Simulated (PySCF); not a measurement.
# One shape, several levels: C2F3Si (SMILES [C]#C[Si](F)(F)F)

Wanted: a comparison of 5 runs (UHF/STO-3G, UHF/def2-SVP, UPBE0/def2-SVP, UB3LYP/6-31G*, UMP2/def2-SVP) of C2F3Si. The job is set up through a Python script.

Program for the calculation: PySCF 2.14.0.

### 1 Starting point

The species is C2F3Si (6 atoms), meant as a doublet with charge 0. As SMILES, `[C]#C[Si](F)(F)F`. Geometry: relaxed at PBE0-D4/def2-TZVP.

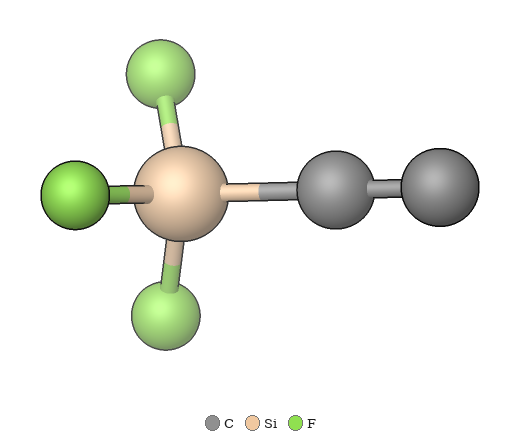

The structure, seen from a chosen angle (carbon grey, silicon light orange, fluorine green).

### 2 Energy and forces at UHF/STO-3G (run 1)

Input file job.py:

```python
from pyscf import gto

mol = gto.M(
    atom='''
C     -0.623988    -4.462021     1.328855
C     -0.313317    -2.295639     0.673687
Si     0.148532     0.922942    -0.299711
F     -1.912214     1.712470    -2.276931
F      2.817771     1.255723    -1.542017
F     -0.037417     2.745583     2.028810
''',
    charge=0,
    max_memory=1860,
    verbose=4,
    unit='bohr',
    basis='sto-3g',
    spin=1,
)

mf = mol.UHF()
mf.conv_tol = 1e-10
mf.kernel()
if not mf.converged:
    mf = mf.newton().run(mf.mo_coeff, mf.mo_occ)

e_final = mf.e_tot
print('Final energy', e_final)
grad = mf.nuc_grad_method().kernel()
dip = mf.dip_moment()
pop, q = mf.mulliken_pop()
```

Run with:

```sh
$ OMP_NUM_THREADS=1 python job.py
```

What it wrote:

```text
PySCF version 2.14.0

[... 110 lines left out ...]
converged SCF energy = -654.45025520197  <S^2> = 1.2926762  2S+1 = 2.4840903
Final energy -654.4502552019699
[... 1 line left out ...]
******** <class 'pyscf.grad.uhf.Gradients'> for <class 'pyscf.scf.uhf.UHF'> ********
unit = Eh/Bohr
--------------- UHF gradients ---------------
         x                y                z
0 C     0.0044755172     0.0311998988    -0.0094354635
1 C    -0.0039962372    -0.0278805690     0.0084289242
2 Si     0.0031750433     0.0219257519    -0.0065747161
3 F     0.0133777007    -0.0071244444     0.0136660700
4 F    -0.0179906795    -0.0041122113     0.0088137479
5 F     0.0009586555    -0.0140084261    -0.0148985625
----------------------------------------------
Dipole moment(X, Y, Z, Debye): -0.12717, -0.88703,  0.26867
 ** Mulliken pop       alpha | beta **
pop of  0 C 1s        0.99874 | 0.99665
pop of  0 C 2s        0.83863 | 0.36278
pop of  0 C 2px       0.75341 | 0.21354
[... 31 lines of this table left out ...]
In total            27.00000 | 26.00000
 ** Mulliken atomic charges   ( Nelec_alpha | Nelec_beta ) **
charge of  0C =      0.02066  (     4.06114      1.91820 )
charge of  1C =     -0.31754  (     2.54927      3.76826 )
charge of  2Si =      1.34145  (     6.37182      6.28673 )
charge of  3F =     -0.34818  (     4.67259      4.67560 )
charge of  4F =     -0.34819  (     4.67259      4.67560 )
charge of  5F =     -0.34819  (     4.67259      4.67560 )
```

Wall time 0.88 s (1 thread of AMD EPYC 9R45 (Zen 5), shared host); peak memory 0.12 GiB.

### 3 Energy and forces at UHF/def2-SVP (run 2)

Input file input.py:

```python
from pyscf import gto

mol = gto.M(
    atom=[
    ('C', (-0.330200, -2.361200, 0.703200)),
    ('C', (-0.165800, -1.214800, 0.356500)),
    ('Si', (0.078600, 0.488400, -0.158600)),
    ('F', (-1.011900, 0.906200, -1.204900)),
    ('F', (1.491100, 0.664500, -0.816000)),
    ('F', (-0.019800, 1.452900, 1.073600)),
],
    spin=1,
    max_memory=1860,
    verbose=4,
    basis='def2-svp',
)

hf = mol.UHF()
hf.conv_tol = 1e-10
hf.kernel()
if not hf.converged:
    hf = hf.newton().run(hf.mo_coeff, hf.mo_occ)

energy = hf.e_tot
print('E(%s) = %.9f' % ('HF', energy))
grad = hf.nuc_grad_method().kernel()
hf.analyze()
```

Run with:

```sh
$ OMP_NUM_THREADS=1 python input.py
```

What it wrote:

```text
PySCF version 2.14.0

[... 110 lines left out ...]
converged SCF energy = -662.649695737894  <S^2> = 1.189255  2S+1 = 2.3993791
[... 15 lines left out ...]
Nuclear Repulsion Energy =             286.699050596448274
[... 1 line left out ...]
Two-electron Energy =                  540.776334089313650
[... 1 line left out ...]
DFT Exchange-Correlation Energy =      -61.169281646428885
[... 4 lines left out ...]
MO #2   energy= -26.3188265152957  | -26.3191024083972  occ= 1 | 1
[... 2 lines left out ...]
MO #88  energy= 4.01535959691272   | 4.01498724016743   occ= 0 | 0
[... 114 lines left out ...]
Dipole moment(X, Y, Z, Debye): -0.25845, -1.80275,  0.54578
```

It took 3.6 s on 1 thread of AMD EPYC 9R45 (Zen 5), shared host; peak memory 0.18 GiB.

Runs 3 to 4 aren't shown in full; the table further down has their settings and results.

### 4 Energy and gradient at UMP2/def2-SVP (run 5)

Input file input.py:

```python
# [C]#C[Si](F)(F)F
from pyscf import gto, scf, mp

system = gto.M(
    atom=[
    ('C', (-0.330200, -2.361200, 0.703200)),
    ('C', (-0.165800, -1.214800, 0.356500)),
    ('Si', (0.078600, 0.488400, -0.158600)),
    ('F', (-1.011900, 0.906200, -1.204900)),
    ('F', (1.491100, 0.664500, -0.816000)),
    ('F', (-0.019800, 1.452900, 1.073600)),
],
    max_memory=1860,
    verbose=4,
    basis='def2-svp',
    spin=1,
)

myscf = scf.UHF(system)
myscf.conv_tol = 1e-10
myscf.kernel()
if not myscf.converged:
    myscf = myscf.newton().run(myscf.mo_coeff, myscf.mo_occ)

pt = mp.MP2(myscf, frozen=10).run()
energy = pt.e_tot
print('E = %.10f Eh' % energy)
grad = pt.nuc_grad_method().kernel()
myscf.analyze()
```

Run with:

```sh
$ OMP_NUM_THREADS=1 python input.py
```

What it wrote:

```text
PySCF version 2.14.0

[... 110 lines left out ...]
converged SCF energy = -662.649695737894  <S^2> = 1.189255  2S+1 = 2.3993791
[... 20 lines left out ...]
Nuclear Repulsion Energy =             286.699050596448274
[... 1 line left out ...]
Two-electron Energy =                  540.776334089313650
[... 1 line left out ...]
DFT Exchange-Correlation Energy =      -61.169281646428885
[... 4 lines left out ...]
MO #2   energy= -26.3188265152957  | -26.3191024083972  occ= 1 | 1
[... 2 lines left out ...]
MO #88  energy= 4.01535959691272   | 4.01498724016743   occ= 0 | 0
[... 114 lines left out ...]
Dipole moment(X, Y, Z, Debye): -0.25845, -1.80275,  0.54578
```

Run time: 7.2 s. Hardware: 1 thread of AMD EPYC 9R45 (Zen 5), shared host; peak memory 0.63 GiB.

### 5 Overview of the runs

```tsv
run	level	integration grid	Cartesian functions	energy (Eh)	dipole moment (D) of the reference	HOMO energy (eV)	LUMO energy (eV)	wall time
1	UHF/STO-3G	–	no	-654.450255	0.94	-10.06	5.36	0.88 s
2	UHF/def2-SVP	–	no	-662.649696	1.90	-12.66	0.38	3.6 s
3	UPBE0/def2-SVP	5	no	-664.356141	1.47	-9.39	-5.36	17 s
4	UB3LYP/6-31G* (Cartesian functions)	5	yes	-665.241117	1.33	-8.81	-5.73	21 s
5	UMP2/def2-SVP	–	no	-663.468540	1.90	-12.66	0.38	7.2 s
```

### 6 Summary of results

```
                                                         quantity          value
                                              run 5: total energy  -663.46854 Eh
                      run 5: dipole moment (Hartree–Fock density)         1.90 D
run 5: HOMO energy (Hartree–Fock orbitals) (highest over α and β)      -12.66 eV
 run 5: LUMO energy (Hartree–Fock orbitals) (lowest over α and β)        0.38 eV
              run 5: correlation energy (10 core orbitals frozen)     -818.8 mEh
                         run 5: ⟨S²⟩ of the reference determinant          1.189
                                  run 5: largest force on an atom     2.851 eV/Å
```

What this shows: Over runs 1, 2, 3, 4 the dipole moment (its size) runs from 0.94 D (UHF/STO-3G) to 1.90 D (UHF/def2-SVP). Totals of different functionals can't be ranked against each other. In run 1 the basis is minimal, so the values are rough. Spin contamination of the reference: run 1 ⟨S²⟩ = 1.29, run 2 ⟨S²⟩ = 1.19, run 5 ⟨S²⟩ = 1.19. All runs together took 50 s, the longest 21 s.
